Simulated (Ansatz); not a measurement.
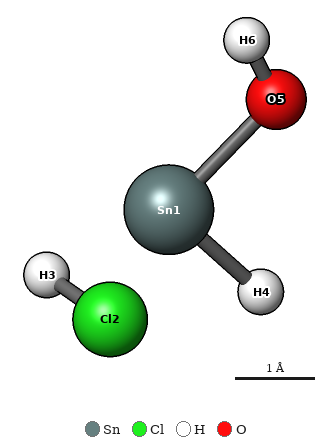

**Figure 1.** The structure as given in the input (ball-and-stick view, seen at a tilt; atoms are numbered from 1 in the order of the input). Sticks mark near contacts.

# Geometry relaxation, with input and output: SnH3ClO

- system: SnH3ClO
- method: RKS PBE0-D4/def2-SVP (Ansatz 0.2.0)

It belongs to a series of runs on one base structure; here: end point B relaxed. Figures and captions count atoms from 1; the log counts them from 0 in places.

**The input**
```yaml
crystal:
  periodic: [false, false, false]
  atoms:
    - { symbol: Sn, position_ang: [-0.088761, -0.005403, -0.718614] }
    - { symbol: Cl, position_ang: [1.989809, 0.136204, 2.226646] }
    - { symbol: H, position_ang: [2.315163, -0.158584, 0.968675] }
    - { symbol: H, position_ang: [-1.228062, 1.353997, -0.676157] }
    - { symbol: O, position_ang: [-1.512991, -1.336457, -0.264238] }
    - { symbol: H, position_ang: [-1.164059, -2.234358, -0.221513] }
basis:
  gaussian: { orbitals: def2-SVP }
hamiltonian:
  xc: pbe0
  dispersion: d4
relax:
  f_tol: 0.03
  max_steps: 50
output:
  orbitals: {}
```

Hardware: 2 threads of Arm Neoverse V1, 24 GiB of memory available, shared host.

Launch command:
```bash
ansatz run input.yaml --threads 2 --pin off --max-ram 3072MiB --backend cpu --events-out ev --progress --plain --runs-dir out
```

**The program's output**
```
The last accepted step is kept in [file] (removed where the run ends without a failure and the disk answers)
Engine: ansatz 0.2.0, aarch64-unknown-linux-gnu
Functional definition: PBE0
  parameter a = 0.25
  parameter kappa = 0.804
  parameter beta = 0.06672455060314922
  exchange = (1 - a)*pbe_x(kappa = kappa, mu = beta*pi^2/3) + a*exact_x
  correlation = pbe_c(beta = beta)
849 factors; integrals over basis functions are off by at most 2.9e-4 eV
mean field evaluation 1: about -20432.4402 eV, gradient 5.3e1 eV
mean field evaluation 2: about -20371.2694 eV, gradient 1.5e2 eV
mean field evaluation 4: about -20437.9424 eV, gradient 4.5e0 eV
mean field evaluation 8: about -20438.0267 eV, gradient 9.5e-2 eV
mean field -20438.02674813 eV, -751.0836296018 hartree, gradient 4.5e-5 eV, S^2 0.000000; 0 other end points of the search recorded, 0 dependent functions left out
the calculation of the forces begins
reference -20438.02677428 eV, -751.0836305629 hartree; 25, 25 occupied and 48, 48 virtual orbitals, 849 factors
relax step   1: F+E_penalty+E_count = -20438.11669701 eV  Δ(F+E_penalty+E_count) = +0.000e0 eV  max|allowed force component| = 1.132e0 eV/Å  Δτ_max = 0.0000 Å  (26 SCF iters, accepted)
these checks for a lower state are left out or cut short: starts, cluster_reference, orbital_swaps, neighbouring_geometries, increment
849 factors; integrals over basis functions are off by at most 2.9e-4 eV
mean field evaluation 16: about -20437.8829 eV, gradient 5.8e0 eV
mean field -20438.04160926 eV, -751.0841757380 hartree, gradient 8.5e-6 eV, S^2 0.000000; 0 other end points of the search recorded, 0 dependent functions left out
[... from here on the field's lines of each further geometry are left out, up to the last ...]
relax step   2: F+E_penalty+E_count = -20438.13537057 eV  Δ(F+E_penalty+E_count) = -1.867e-2 eV  max|allowed force component| = 9.229e-1 eV/Å  Δτ_max = 0.1929 Å  (30 SCF iters, accepted)
relax step   3: F+E_penalty+E_count = -20438.13444022 eV  Δ(F+E_penalty+E_count) = +9.303e-4 eV  max|allowed force component| = 7.469e-1 eV/Å  Δτ_max = 0.1566 Å  (30 SCF iters, rejected (line search))
relax step   4: F+E_penalty+E_count = -20438.16968857 eV  Δ(F+E_penalty+E_count) = -3.432e-2 eV  max|allowed force component| = 1.066e-1 eV/Å  Δτ_max = 0.0754 Å  (28 SCF iters, accepted)
relax step   5: F+E_penalty+E_count = -20438.18845884 eV  Δ(F+E_penalty+E_count) = -1.877e-2 eV  max|allowed force component| = 1.308e-1 eV/Å  Δτ_max = 0.0973 Å  (29 SCF iters, accepted)
relax step   6: F+E_penalty+E_count = -20438.21664483 eV  Δ(F+E_penalty+E_count) = -2.819e-2 eV  max|allowed force component| = 1.943e-1 eV/Å  Δτ_max = 0.1471 Å  (29 SCF iters, accepted)
relax step   7: F+E_penalty+E_count = -20438.23746847 eV  Δ(F+E_penalty+E_count) = -2.082e-2 eV  max|allowed force component| = 8.141e-2 eV/Å  Δτ_max = 0.1223 Å  (28 SCF iters, accepted)
relax step   8: F+E_penalty+E_count = -20438.24403434 eV  Δ(F+E_penalty+E_count) = -6.566e-3 eV  max|allowed force component| = 2.203e-1 eV/Å  Δτ_max = 0.1104 Å  (29 SCF iters, accepted)
relax step   9: F+E_penalty+E_count = -20438.24463943 eV  Δ(F+E_penalty+E_count) = -6.051e-4 eV  max|allowed force component| = 2.158e-1 eV/Å  Δτ_max = 0.0085 Å  (24 SCF iters, accepted)
relax step  10: F+E_penalty+E_count = -20438.21257492 eV  Δ(F+E_penalty+E_count) = +3.206e-2 eV  max|allowed force component| = 1.199e0 eV/Å  Δτ_max = 0.1990 Å  (30 SCF iters, rejected (line search))
relax step  11: F+E_penalty+E_count = -20438.24928366 eV  Δ(F+E_penalty+E_count) = -4.644e-3 eV  max|allowed force component| = 4.724e-2 eV/Å  Δτ_max = 0.0995 Å  (28 SCF iters, accepted)
relax step  12: F+E_penalty+E_count = -20438.25178166 eV  Δ(F+E_penalty+E_count) = -2.498e-3 eV  max|allowed force component| = 2.060e-2 eV/Å  Δτ_max = 0.0679 Å  (27 SCF iters, accepted)
relax step  13: F+E_penalty+E_count = -20438.24892237 eV  Δ(F+E_penalty+E_count) = +2.859e-3 eV  max|allowed force component| = 3.280e-1 eV/Å  Δτ_max = 0.0744 Å  (28 SCF iters, rejected (line search))
relax step  14: F+E_penalty+E_count = -20438.25200659 eV  Δ(F+E_penalty+E_count) = -2.249e-4 eV  max|allowed force component| = 9.767e-2 eV/Å  Δτ_max = 0.0363 Å  (29 SCF iters, accepted)
relax step  15: F+E_penalty+E_count = -20438.25213330 eV  Δ(F+E_penalty+E_count) = -1.267e-4 eV  max|allowed force component| = 3.184e-2 eV/Å  Δτ_max = 0.0103 Å  (24 SCF iters, accepted)
the calculation of the forces begins
reference -20438.15274859 eV, -751.0882600332 hartree; 25, 25 occupied and 48, 48 virtual orbitals, 849 factors
relax step  16: F+E_penalty+E_count = -20438.25233009 eV  Δ(F+E_penalty+E_count) = -1.968e-4 eV  max|allowed force component| = 3.286e-3 eV/Å  Δτ_max = 0.0163 Å  (29 SCF iters, accepted)
849 factors; integrals over basis functions are off by at most 2.5e-4 eV
mean field evaluation 128: about -20438.1527 eV, gradient 8.0e-2 eV
```

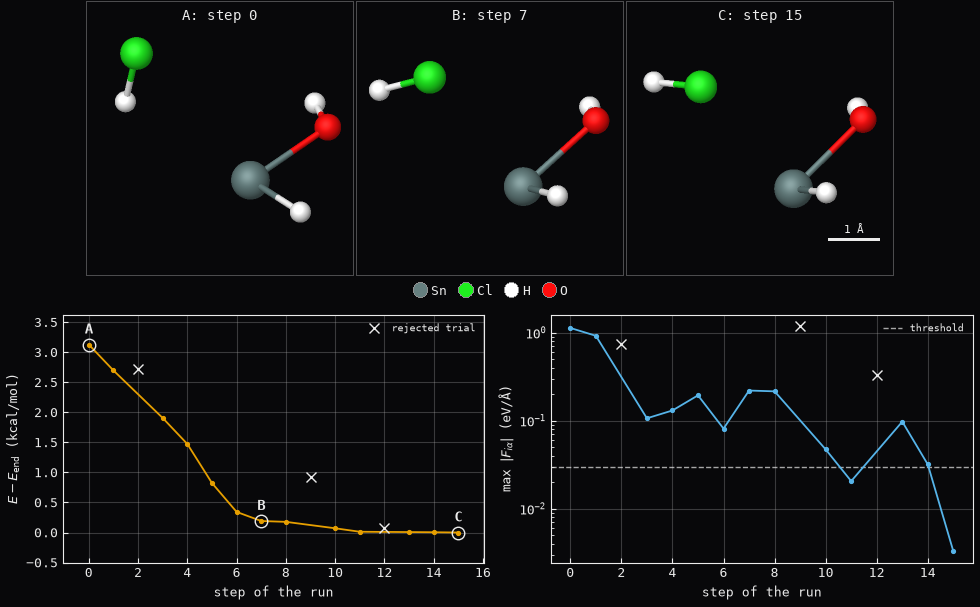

**Figure 2.** Frames of the relaxation (ball-and-stick view, seen at a tilt) above the curves, on which the letters mark them (the first geometry is step 0 here and step 1 in the log).

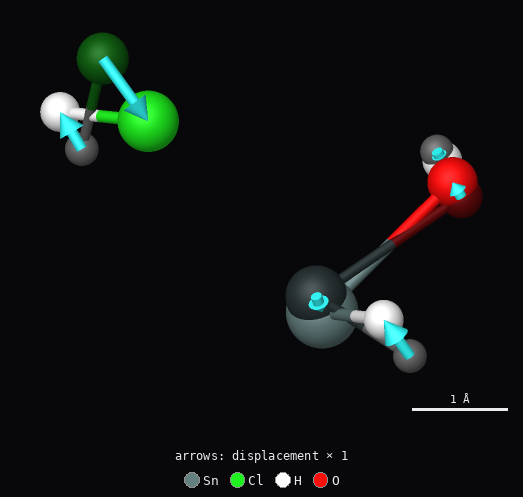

**Figure 3.** Start (faint) and end (solid) with the displacements as teal arrows, at true length (ball-and-stick view, seen at a tilt). The two geometries are laid on each other by the best rigid fit. The largest move after the best rigid fit is that of Cl2, 0.82 Å. Largest moves by element: Cl 0.82 Å, H 0.50 Å, Sn 0.24 Å, O 0.19 Å. Among the contacts that change: Cl2–H3 1.332 → 1.288 Å, Sn1–O5 2.002 → 2.013 Å, Sn1–H4 1.774 → 1.780 Å. Over 15 geometry steps the energy falls by 3.13 kcal/mol. The largest force component goes from 1.1 to 0.0033 eV/Å. The line search rejected the trial steps at points 2, 9, 12 (counted from 0) and went back. (Atoms are counted from 1 in the order of the input.)

```
mean field -20438.15272328 eV, -751.0882591029 hartree, gradient 7.4e-6 eV, S^2 0.000000; 1 other end points of the search recorded, 0 dependent functions left out
the calculation of the forces begins
reference -20438.15274859 eV, -751.0882600332 hartree; 25, 25 occupied and 48, 48 virtual orbitals, 849 factors
Total energy: -20438.25235541 eV, -751.0919205162 hartree
Atom 0 at    -0.136316    -0.077144    -0.946504 Å, force     0.000992     0.001421     0.001019 eV/Å
Atom 1 at     1.505473     0.433879     1.612023 Å, force    -0.001916     0.001587    -0.001950 eV/Å
Atom 2 at     2.540468    -0.277929     1.325477 Å, force    -0.000372    -0.002105    -0.000203 eV/Å
Atom 3 at    -0.993116     1.324408    -0.262053 Å, force     0.000163     0.000128     0.000770 eV/Å
Atom 4 at    -1.416572    -1.371025    -0.087129 Å, force     0.000662     0.002254    -0.000060 eV/Å
Atom 5 at    -1.188838    -2.276789    -0.327015 Å, force     0.000470    -0.003286     0.000424 eV/Å
Dipole moment:     0.733934    -0.217272    -0.055268 e Å
```

**Trajectory as extended XYZ (Å, eV, eV/Å), 16 frames, from step=1 to step=16**
```
6
Properties=species:S:1:pos:R:3:forces:R:3 step=1 energy=-20438.11670
Sn   -0.0888   -0.0054   -0.7186    0.0915  -0.0284   0.0161
Cl    1.9898    0.1362    2.2266    0.2242  -0.2446  -1.1324
H     2.3152   -0.1586    0.9687   -0.2627   0.2489   1.0810
H    -1.2281    1.3540   -0.6762   -0.0264  -0.0050   0.0328
O    -1.5130   -1.3365   -0.2642   -0.0499   0.0389  -0.0006
H    -1.1641   -2.2344   -0.2215    0.0231  -0.0098   0.0032
6
Properties=species:S:1:pos:R:3:forces:R:3 step=2 energy=-20438.13537
Sn   -0.0393   -0.0073   -0.6807   -0.0552   0.0171  -0.1299
Cl    1.8309    0.1533    2.1187    0.3776  -0.2435  -0.8900
H     2.3653   -0.1868    0.9527   -0.3822   0.2619   0.9229
H    -1.2034    1.3357   -0.6202    0.0701   0.0288   0.0598
O    -1.4887   -1.3176   -0.2417   -0.0097  -0.0735   0.0337
H    -1.1537   -2.2219   -0.2140   -0.0005   0.0092   0.0034
6
Properties=species:S:1:pos:R:3:forces:R:3 step=3 energy=-20438.13444 accepted=F
Sn   -0.0513   -0.0084   -0.8044   -0.0271  -0.2510   0.0868
Cl    1.7431    0.1467    2.0467   -0.4746   0.2561   0.7185
H     2.2943   -0.1904    0.9609    0.4880  -0.2517  -0.7469
H    -1.1102    1.3779   -0.5017   -0.1013   0.0293  -0.0295
O    -1.4662   -1.3437   -0.2745    0.2071  -0.0382   0.2048
H    -1.0987   -2.2267   -0.1122   -0.0920   0.2555  -0.2337
6
Properties=species:S:1:pos:R:3:forces:R:3 step=4 energy=-20438.16969
Sn   -0.0561   -0.0186   -0.7515   -0.0190  -0.0831  -0.0237
Cl    1.7859    0.1591    2.0758   -0.1066   0.0402   0.0340
H     2.3767   -0.1805    0.9842    0.1022  -0.0293  -0.0454
H    -1.1617    1.3577   -0.5613   -0.0079   0.0112   0.0282
O    -1.4872   -1.3305   -0.2386    0.0236   0.0527   0.0661
H    -1.1465   -2.2318   -0.1938    0.0077   0.0084  -0.0592
6
Properties=species:S:1:pos:R:3:forces:R:3 step=5 energy=-20438.18846
Sn   -0.0602   -0.0291   -0.7674   -0.0312  -0.0978  -0.0455
Cl    1.7160    0.1880    2.0146   -0.0785   0.0237  -0.0303
H     2.4391   -0.1908    1.0182    0.0713  -0.0100   0.0210
H    -1.1390    1.3620   -0.5228   -0.0008  -0.0011   0.0556
O    -1.4839   -1.3318   -0.2026    0.0612  -0.0457   0.0260
H    -1.1609   -2.2428   -0.2252   -0.0221   0.1308  -0.0269
6
Properties=species:S:1:pos:R:3:forces:R:3 step=6 energy=-20438.21665
Sn   -0.0758   -0.0487   -0.8311   -0.1943  -0.0729   0.0670
Cl    1.6176    0.2208    1.9103    0.0448  -0.0352  -0.1645
H     2.5304   -0.1934    1.0939   -0.0634   0.0474   0.1340
H    -1.0984    1.3691   -0.4438    0.0790  -0.1081   0.0180
O    -1.4812   -1.3386   -0.1672    0.1428   0.0651  -0.0276
H    -1.1816   -2.2538   -0.2473   -0.0089   0.1036  -0.0269
6
Properties=species:S:1:pos:R:3:forces:R:3 step=7 energy=-20438.23747
Sn   -0.0763   -0.0885   -0.8513   -0.0802   0.0077   0.0007
Cl    1.5433    0.2479    1.8171   -0.0814   0.0297  -0.0088
H     2.5560   -0.1543    1.1337    0.0806  -0.0230   0.0037
H    -1.0138    1.3468   -0.3602    0.0374  -0.0447   0.0147
O    -1.4829   -1.3414   -0.1379    0.0513   0.0811   0.0006
H    -1.2153   -2.2551   -0.2866   -0.0076  -0.0507  -0.0109
6
Properties=species:S:1:pos:R:3:forces:R:3 step=8 energy=-20438.24403
Sn   -0.1261   -0.0993   -0.9163    0.0765   0.0217   0.0189
Cl    1.5423    0.2835    1.7648   -0.2203   0.0756   0.0215
H     2.6198   -0.1501    1.2237    0.1902  -0.0793  -0.0778
H    -0.9943    1.3308   -0.3191   -0.0148   0.0200   0.0234
O    -1.4823   -1.3477   -0.1173   -0.0024  -0.0737  -0.0088
H    -1.2483   -2.2618   -0.3211   -0.0292   0.0356   0.0228
6
Properties=species:S:1:pos:R:3:forces:R:3 step=9 energy=-20438.24464
Sn   -0.1249   -0.0983   -0.9179    0.0718   0.0210   0.0192
Cl    1.5358    0.2847    1.7595   -0.2158   0.0760   0.0219
H     2.6155   -0.1522    1.2250    0.1886  -0.0791  -0.0755
H    -0.9931    1.3307   -0.3180   -0.0136   0.0199   0.0222
O    -1.4776   -1.3477   -0.1144   -0.0036  -0.0729  -0.0102
H    -1.2446   -2.2618   -0.3194   -0.0274   0.0351   0.0224
6
Properties=species:S:1:pos:R:3:forces:R:3 step=10 energy=-20438.21258 accepted=F
Sn   -0.1460   -0.0850   -0.9468    0.0405  -0.0248  -0.1190
Cl    1.4517    0.3537    1.5929    1.1924  -0.4969  -0.1359
H     2.6403   -0.2042    1.3502   -1.1990   0.5281   0.1934
H    -0.9824    1.3331   -0.2709   -0.0147  -0.0083   0.0320
O    -1.4474   -1.3649   -0.1005    0.0318  -0.1389   0.0212
H    -1.2051   -2.2773   -0.3101   -0.0509   0.1409   0.0083
6
Properties=species:S:1:pos:R:3:forces:R:3 step=11 energy=-20438.24928
Sn   -0.1180   -0.0882   -0.9187    0.0065  -0.0159  -0.0124
Cl    1.5114    0.3484    1.6871   -0.0109   0.0089  -0.0015
H     2.5997   -0.2006    1.2696   -0.0050  -0.0055  -0.0001
H    -0.9950    1.3249   -0.2876   -0.0013   0.0061   0.0010
O    -1.4678   -1.3564   -0.1322    0.0230  -0.0191   0.0472
H    -1.2192   -2.2727   -0.3033   -0.0123   0.0255  -0.0343
6
Properties=species:S:1:pos:R:3:forces:R:3 step=12 energy=-20438.25178
Sn   -0.1244   -0.0841   -0.9392   -0.0108   0.0206   0.0202
Cl    1.4908    0.3964    1.6463    0.0166  -0.0088  -0.0197
H     2.5520   -0.2435    1.2917   -0.0122   0.0065   0.0144
H    -0.9852    1.3251   -0.2731    0.0061  -0.0101  -0.0112
O    -1.4260   -1.3648   -0.0930    0.0021   0.0037   0.0003
H    -1.1961   -2.2737   -0.3180   -0.0018  -0.0119  -0.0040
6
Properties=species:S:1:pos:R:3:forces:R:3 step=13 energy=-20438.24892 accepted=F
Sn   -0.1450   -0.0752   -0.9481   -0.0034  -0.0133  -0.0262
Cl    1.5026    0.4423    1.5914    0.3175  -0.2043  -0.0487
H     2.5547   -0.2853    1.3532   -0.3280   0.2143   0.0562
H    -1.0027    1.3295   -0.2683    0.0077  -0.0142   0.0218
O    -1.4103   -1.3769   -0.0753    0.0159  -0.0396  -0.0390
H    -1.1883   -2.2791   -0.3382   -0.0098   0.0570   0.0360
6
Properties=species:S:1:pos:R:3:forces:R:3 step=14 energy=-20438.25201
Sn   -0.1321   -0.0804   -0.9442   -0.0070   0.0075   0.0076
Cl    1.4958    0.4222    1.6214    0.0977  -0.0610  -0.0307
H     2.5463   -0.2653    1.3158   -0.0962   0.0604   0.0304
H    -0.9890    1.3245   -0.2655    0.0016  -0.0044  -0.0046
O    -1.4204   -1.3695   -0.0892    0.0118  -0.0095  -0.0056
H    -1.1895   -2.2762   -0.3235   -0.0078   0.0070   0.0030
6
Properties=species:S:1:pos:R:3:forces:R:3 step=15 energy=-20438.25213
Sn   -0.1304   -0.0803   -0.9380   -0.0041   0.0001  -0.0139
Cl    1.5040    0.4252    1.6213    0.0291  -0.0152  -0.0040
H     2.5495   -0.2663    1.3184   -0.0318   0.0169   0.0077
H    -0.9947    1.3240   -0.2687    0.0056  -0.0010   0.0080
O    -1.4203   -1.3705   -0.0876   -0.0030  -0.0035  -0.0062
H    -1.1969   -2.2767   -0.3306    0.0042   0.0026   0.0084
6
Properties=species:S:1:pos:R:3:forces:R:3 step=16 energy=-20438.25233
Sn   -0.1363   -0.0771   -0.9465    0.0010   0.0014   0.0010
Cl    1.5055    0.4339    1.6120   -0.0019   0.0016  -0.0019
H     2.5405   -0.2779    1.3255   -0.0004  -0.0021  -0.0002
H    -0.9931    1.3244   -0.2621    0.0002   0.0001   0.0008
O    -1.4166   -1.3710   -0.0871    0.0007   0.0023  -0.0001
H    -1.1888   -2.2768   -0.3270    0.0005  -0.0033   0.0004
```

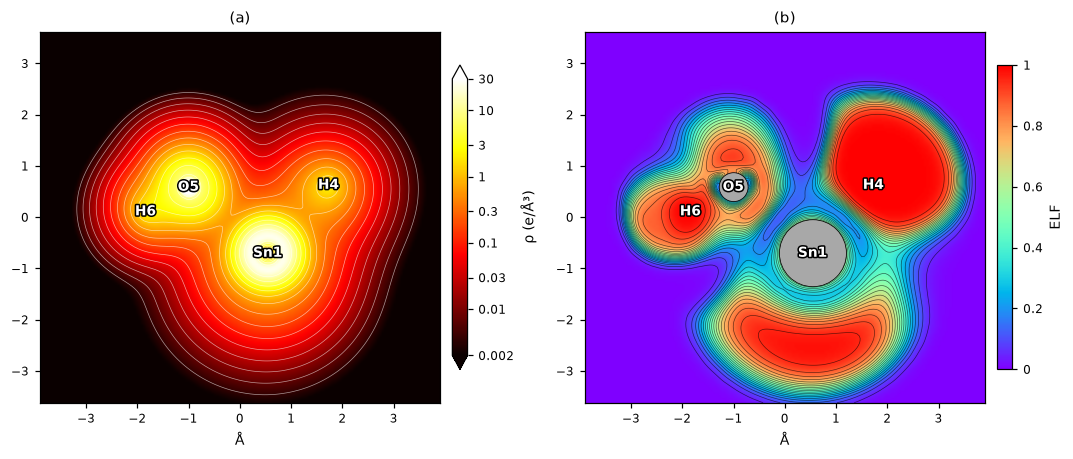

**Figure 4.** (a) total electron density; (b) electron localisation function on the plane of atoms H4, Sn1 and O5. Grey discs, where drawn, cover atomic cores. The section cuts through Sn, H and O sites. Sn–O (2.01 Å): ρ is about 0.67 e/Å³ halfway; the ELF peaks at about 0.85 in the valence shell of O, 0.6 Å from its nucleus, and drops to about 0.10 between the two atoms. O–H (0.96 Å): ρ at the midpoint is about 3.6 e/Å³, with its minimum of 2.4 e/Å³ about 0.8 Å from O; the ELF climbs to about 1 towards the hydrogen, as it does in any bond to H (a covalent bond by its length). Sn–H (1.78 Å): ρ is about 0.94 e/Å³ halfway, with its minimum of 0.65 e/Å³ about 1.1 Å from Sn; the ELF climbs to about 1 towards the hydrogen.

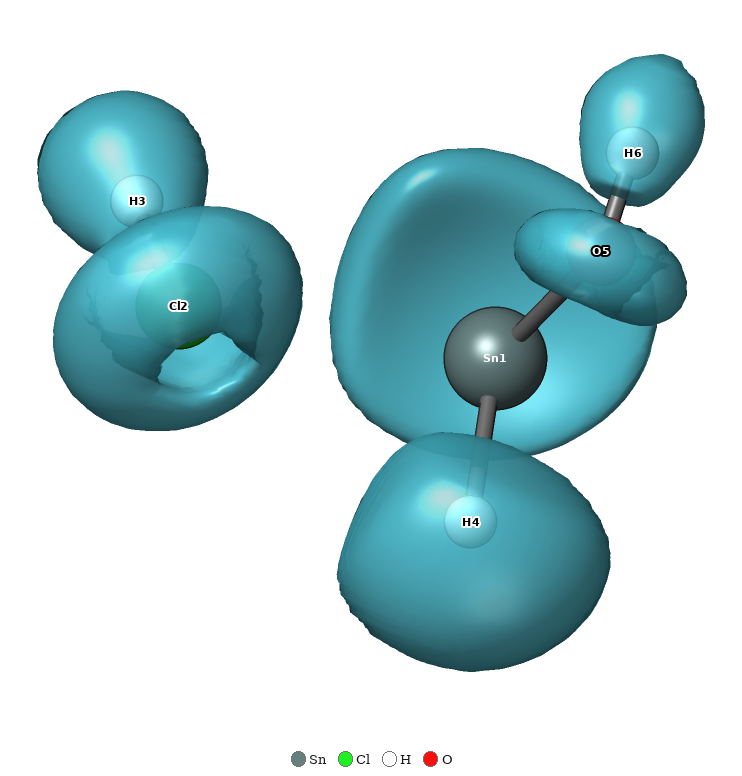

**Figure 5.** Isosurface of the ELF at 0.85 (cyan), seen face on. Core shells and regions of very low density are left out. Along the contacts the grid gives the following. Sn1···Cl2 (3.08 Å): the ELF is only about 0.10 between them. Sn–O (2.01 Å): the ELF peaks at about 0.85 in the valence shell of O, 0.6 Å from its nucleus, and drops to about 0.10 between the two atoms.

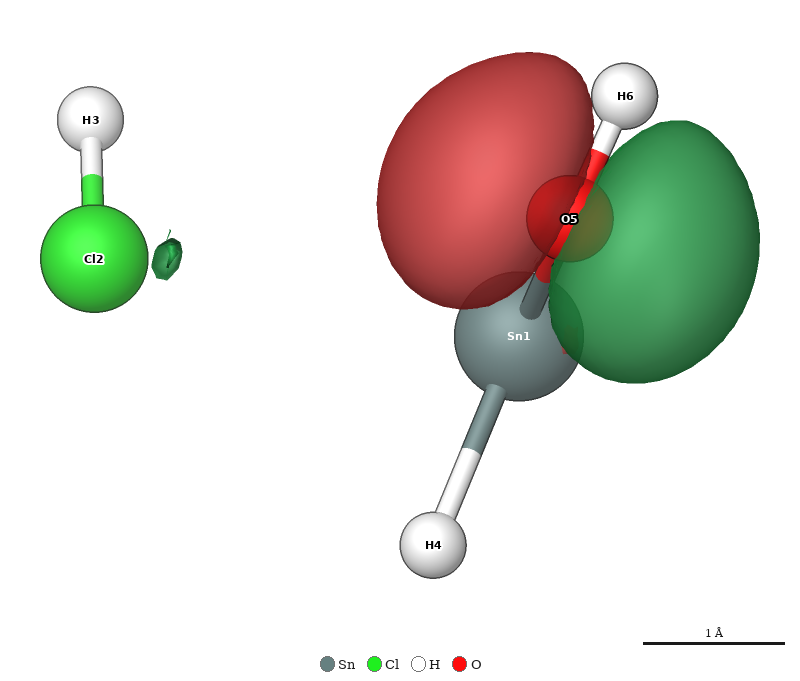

**Figure 6.** The HOMO−1 at ±0.15 Å⁻³ᐟ² (green and red are the two phases), seen at a tilt. Its energy is −8.03 eV.

**Results in brief**

- outcome: converged
- total energy: −20438.2524 eV
- mean-field energy: −20438.1527 eV
- largest force (length of the vector) at the end: 0.003 eV/Å
- wall time: 29 s (CPU time 53 s)
- peak memory: 0.15 GiB
